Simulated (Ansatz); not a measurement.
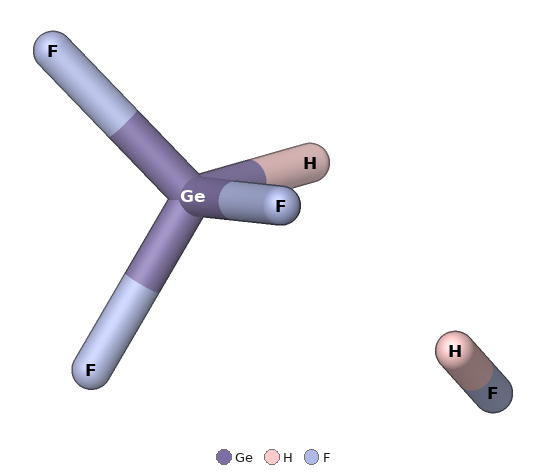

Starting geometry of the run.

Ansatz 0.2.0 input:

```yaml
crystal:
  periodic: [false, false, false]
  atoms:
    - {symbol: Ge, position_ang: [-0.688314, 0.198298, 0.402119]}
    - {symbol: H, position_ang: [0.287553, 0.391893, 1.540863]}
    - {symbol: F, position_ang: [-0.264759, -1.118924, -0.631030]}
    - {symbol: F, position_ang: [-0.847879, 1.545259, -0.628158]}
    - {symbol: F, position_ang: [-2.262563, -0.177856, 0.943355]}
    - {symbol: H, position_ang: [1.602537, -0.735388, -0.996999]}
    - {symbol: F, position_ang: [2.173526, -0.103181, -0.630250]}
basis:
  gaussian: {orbitals: def2-TZVP}
hamiltonian: {xc: pbe0, dispersion: d4}
phonons: {temperatures: {t_min: 298.15, t_max: 900, t_step: 200}}
```

It was started with:

```sh
ansatz run in.yaml --threads 4 --pin off --events-out ev --progress --plain --max-ram 9574MiB
```

What the program printed (its end):

```
mean field -67409.07461869 eV, -2477.2378007249 hartree, gradient 2.4e-6 eV, S^2 0.000000; 0 other end points of the search recorded, 0 dependent functions left out
the calculation of the forces begins
reference -67409.07463799 eV, -2477.2378014342 hartree; 35, 35 occupied and 149, 149 virtual orbitals, 1113 factors
these checks for a lower state are left out or cut short: stability, starts, cluster_reference, orbital_swaps, neighbouring_geometries, increment
1113 factors; their error is unknown
mean field -67409.07465572 eV, -2477.2378020858 hartree, gradient 2.4e-6 eV, S^2 0.000000; 0 other end points of the search recorded, 0 dependent functions left out
the calculation of the forces begins
reference -67409.07467502 eV, -2477.2378027953 hartree; 35, 35 occupied and 149, 149 virtual orbitals, 1113 factors
these checks for a lower state are left out or cut short: stability, starts, cluster_reference, orbital_swaps, neighbouring_geometries, increment
1113 factors; their error is unknown
mean field -67409.07467401 eV, -2477.2378027579 hartree, gradient 2.4e-6 eV, S^2 0.000000; 0 other end points of the search recorded, 0 dependent functions left out
the calculation of the forces begins
reference -67409.07469331 eV, -2477.2378034672 hartree; 35, 35 occupied and 149, 149 virtual orbitals, 1113 factors
Total energy: -67409.16263026 eV, -2477.2410350905 hartree
Atom 0 at    -0.688314     0.198298     0.402119 Å, force    -0.001131     0.001561     0.002284 eV/Å
Atom 1 at     0.287553     0.391893     1.540863 Å, force    -0.000153    -0.000289    -0.000526 eV/Å
Atom 2 at    -0.264759    -1.118924    -0.631030 Å, force     0.000787     0.000186    -0.000816 eV/Å
Atom 3 at    -0.847879     1.545259    -0.628158 Å, force     0.000447    -0.000314    -0.000423 eV/Å
Atom 4 at    -2.262563    -0.177856     0.943355 Å, force     0.000467    -0.000509    -0.000337 eV/Å
Atom 5 at     1.602537    -0.735388    -0.996999 Å, force     0.002062     0.001129     0.001291 eV/Å
Atom 6 at     2.173526    -0.103181    -0.630250 Å, force    -0.002478    -0.001765    -0.001473 eV/Å
Dipole moment:     0.096181    -0.130761     0.281832 e Å
Vibrations: 22.42 63.72 138.82 221.81 241.64 286.75 405.41 465.14 691.53 700.25 717.15 754.90 769.76 2292.26 4009.46 cm⁻¹, zero-point energy 0.730331 eV
```
